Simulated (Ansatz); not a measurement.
# NOSi2 (SMILES n1[si]2o[si-]1-2) (charge −1): what the fields show

The calculation's input:

```
crystal:
  periodic: [false, false, false]
  atoms:
    - {symbol: N, position_ang: [0.408604, -1.227674, 1.067851]}
    - {symbol: O, position_ang: [1.520290, -3.479521, 1.385068]}
    - {symbol: Si, position_ang: [0.027615, -2.858189, 0.652842]}
    - {symbol: Si, position_ang: [1.871037, -1.787808, 1.791441]}
basis:
  gaussian:
    orbitals: def2-TZVPD
total_charge: -1
magnetization:
  spin_polarized: false
  initial_magnetization: 0
hamiltonian:
  xc: pbe0
output:
  forces: true
  orbitals: {seedname: orbitals}
```

Launched as:

```sh
ansatz run input.yaml --threads 1 --pin off --max-ram 2610MiB --events-out events.jsonl --progress --plain --runs-dir runs
```

Geometry: r2SCAN-D4/def2-SVPD.

Theory: isolated molecule in a Gaussian basis; Kohn-Sham density functional theory, functional PBE0 (Ansatz).

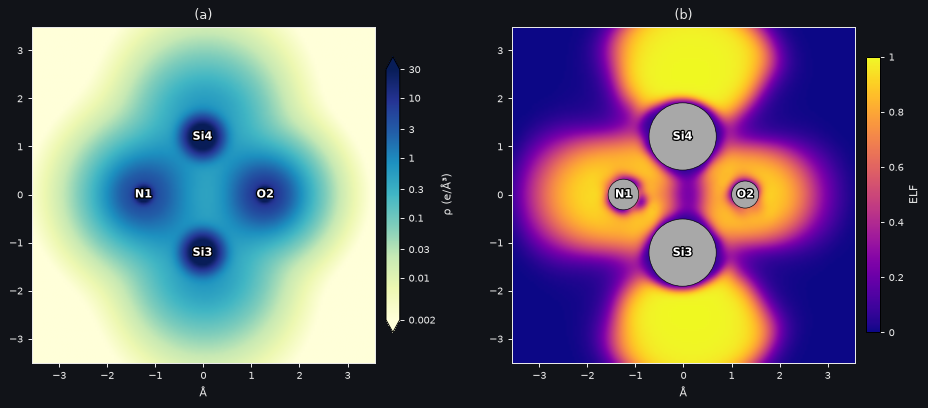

Figure 1. (a) electron density; (b) ELF on the molecular plane. Grey discs cover the atomic cores in the ELF map.

Q: Interpret the plot.

A:
- The section cuts through N, O and Si sites.
- Si–N (1.73 Å): ρ is about 1.1 e/Å³ halfway; the ELF peaks at about 0.85 between the atoms, as expected for a shared but strongly polarised pair.
- Si–O (1.77 Å): ρ at the midpoint is about 0.93 e/Å³; the ELF peaks at about 0.85 between the atoms (a shared but strongly polarised pair).
- Si–Si (2.42 Å): ρ is about 0.47 e/Å³ halfway; the ELF is about 0.30 at the midpoint.
- The ELF also peaks beside Si3, N1, O2 and Si4, away from the bonds: lone-pair regions.

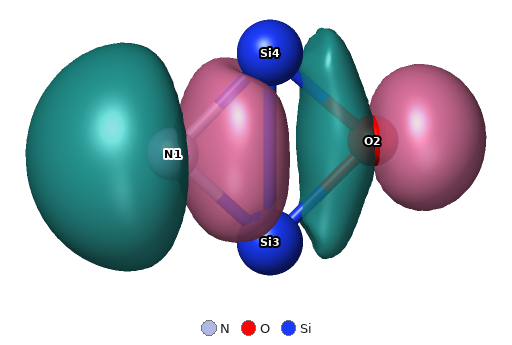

Figure 2. The HOMO−1 at ±0.08 Å⁻³ᐟ² (teal and pink are the two phases), seen at a tilt.

Q: Describe this orbital and give its energy.

A: By Hirshfeld shares it lies mainly on N1 (about 60 %), O2 (about 20 %), Si3 (about 10 %) and Si4 (about 10 %); it is symmetric in the molecular plane (an in-plane orbital: σ, lone-pair or in-plane π type). Its energy is −2.11 eV.
